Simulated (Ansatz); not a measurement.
**AlClFH2Si (SMILES F[SiH2][Al+][Cl]) (charge +1): density, localisation and related maps**

Input

```
crystal:
  periodic: [false, false, false]
  atoms:
    - symbol: Al
      position_ang: [1.899504, -1.061396, -1.873656]
    - symbol: Cl
      position_ang: [3.766792, -1.431446, -2.651854]
    - symbol: F
      position_ang: [-1.209581, -0.272416, -2.389526]
    - symbol: Si
      position_ang: [-0.444858, -0.587600, -0.992944]
    - symbol: H
      position_ang: [-0.892430, -1.856435, -0.359055]
    - symbol: H
      position_ang: [-0.305294, 0.611129, -0.123662]
basis:
  gaussian:
    orbitals: def2-TZVPD
total_charge: 1
output: {forces: true, orbitals: {seedname: orbitals}}
hamiltonian:
  xc: {name: PBE0}
```

Launched as:

```sh
ansatz run input.yaml --threads 1 --pin off --max-ram 2610MiB --events-out events.jsonl --progress --plain --runs-dir runs
```

Geometry: BLYP-D3(BJ)/def2-SVP.

Computed with isolated molecule in a Gaussian basis; Kohn-Sham density functional theory, functional PBE0 in Ansatz 0.2.0.

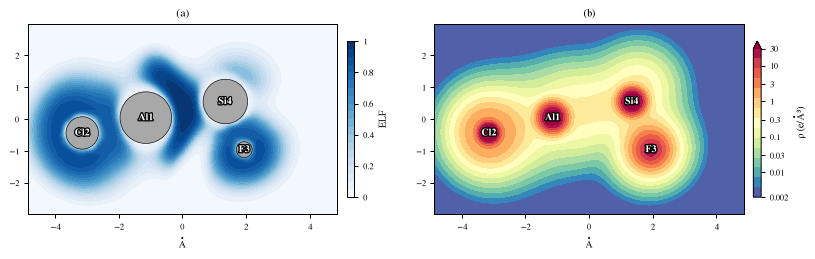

Figure 1. (a) electron localisation function; (b) electron density on the plane of atoms Al1, Si4 and F3. Grey discs cover the atomic cores in the ELF map.

What do the fields say about this system?

- The plane passes through Al, Cl, F and Si nuclei.
- Si–F (1.62 Å): the density is about 1.1 e/Å³ at the midpoint; the ELF peaks at about 0.85 in the valence shell of F, 0.6 Å from its nucleus, and is about 0.55 at the midpoint.
- Al–Cl (2.06 Å): ρ at the midpoint is about 0.8 e/Å³; the ELF peaks at about 0.85 in the valence shell of Cl, 0.9 Å from its nucleus, and is about 0.80 at the midpoint.
- Al–Si (2.55 Å): ρ at the midpoint is about 0.43 e/Å³; the ELF peaks at about 1 between the atoms (a covalent bond).
- The ELF also peaks beside F3 and Cl2, away from the bonds: lone-pair regions.

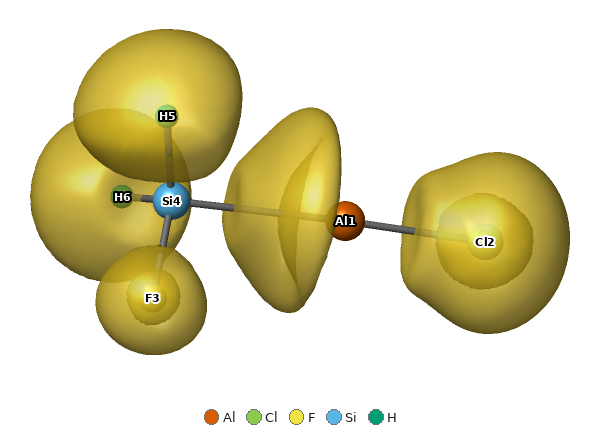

Figure 2. Isosurface of the electron localisation function at 0.75 (yellow), seen at a tilt. Core shells and regions of very low density are left out.

Where are the electrons localised?

At this value the surface marks out two regions around hydrogen nuclei, one lobe of the valence shell of Al pointing towards Si (polar bonds), one region on Cl in which the atom's valence shell and bonds are merged and one region wrapped around F (its valence shell).

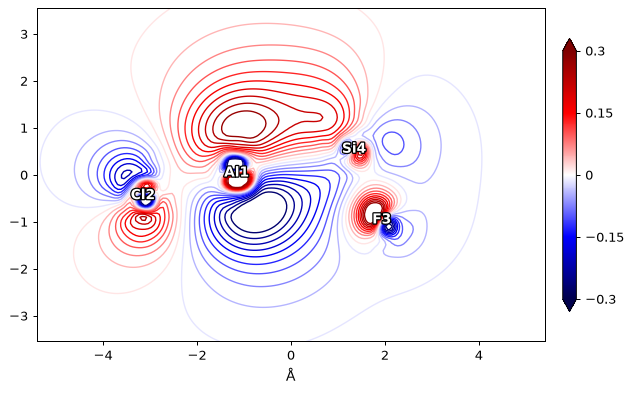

Figure 3. One frontier orbital on the plane of atoms Al1, Si4 and F3 (values in Å⁻³ᐟ²; the overall sign is arbitrary).

Which orbital is it: HOMO or LUMO?

The LUMO, at −7.61 eV. It lies mainly on Al1 (about 65 %), Si4 (about 20 %) and Cl2 (about 10 %).
